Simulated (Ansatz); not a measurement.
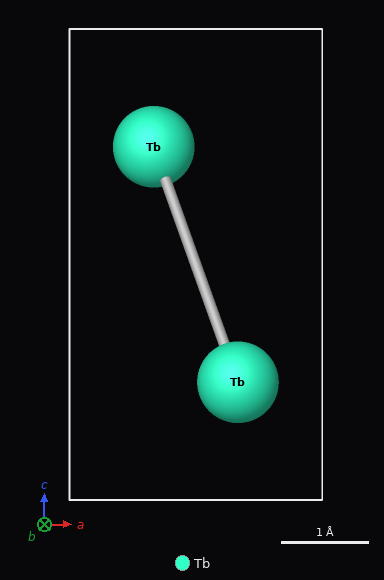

The image is a ball-and-stick drawing of a crystal, viewed along the b axis. The wireframe shows the conventional unit cell.

Cell constants: a = 3.36 Å, b = 3.36 Å, c = 5.42 Å, α = 90.00°, β = 90.00°, γ = 120.00°.

Bond cut-offs: Tb–Tb up to 3.74 Å (cut-off distances).

### How many atoms belong to the cell?

2 (terbium), counting shared atoms by their share.

### What extended units do the bonds make?

The bonds build a three-dimensional framework.

Its origin is the standard structure of this element. It is drawn as it came out of a relaxation with Ansatz, DFT LDA, scalar-relativistic, plane waves, PAW.
